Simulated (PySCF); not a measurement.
# C₅H₇F₃S (SMILES CCC[C@]1(F)SC1(F)F): what the fields show

```xyz
16

C     1.5262   -0.3791    0.7866
C     1.2984    0.1649   -0.6179
C    -0.0573    0.8652   -0.7724
C    -1.2004   -0.1000   -0.5990
F    -1.1079   -1.1924   -1.3964
S    -2.9014    0.5598   -0.4352
C    -1.8544   -0.3324    0.7145
F    -1.4153    0.3268    1.7968
F    -2.2082   -1.5603    1.0975
H     1.4063    0.4062    1.5293
H     2.5331   -0.7791    0.8698
H     0.8294   -1.1813    1.0167
H     2.0746    0.8929   -0.8575
H     1.3652   -0.6472   -1.3439
H    -0.1305    1.3060   -1.7689
H    -0.1654    1.6588   -0.0315
```

Geometry: GFN2-xTB.

The calculation used PBE0/pcSseg-1, SCF density, gas phase, non-relativistic in PySCF 2.14.0.

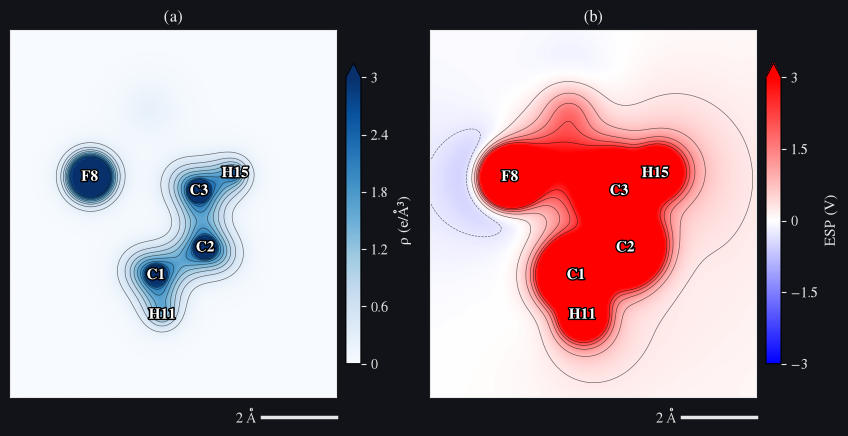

Figure 1. (a) electron density; (b) electrostatic potential on the plane of atoms C2, C3 and H15.

Question: Read the bonding off the picture.

Answer: Atoms in the plane: C, F and H.
C–H (1.09 Å): ρ is about 2 e/Å³ halfway.
C–C (1.53 Å): the density is about 1.6 e/Å³ at the midpoint.
Outside the dense part of the molecule the potential is most negative (−0.5 V) near F8.

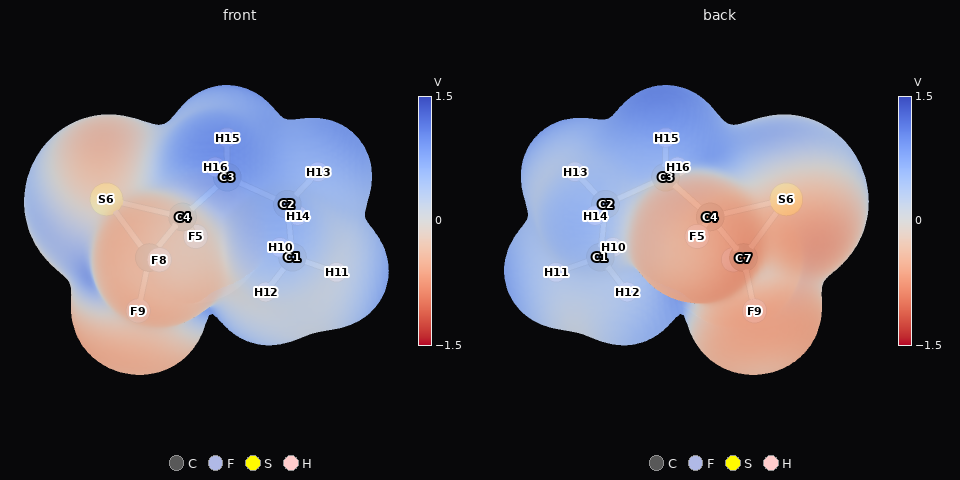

Figure 2. The molecular electrostatic potential painted on the density surface at 0.002 e/bohr³, seen from the front and from behind; the colour scale runs from red (negative) to blue (positive).

Question: Describe the electrostatic potential map.

Answer: The most negative region (about −0.8 V) lies over F5 and S6, the most positive (about +1.0 V) over H15 and H16.

Question: How polar is the molecule by this calculation?

Answer: Its dipole moment is 2.35 D.
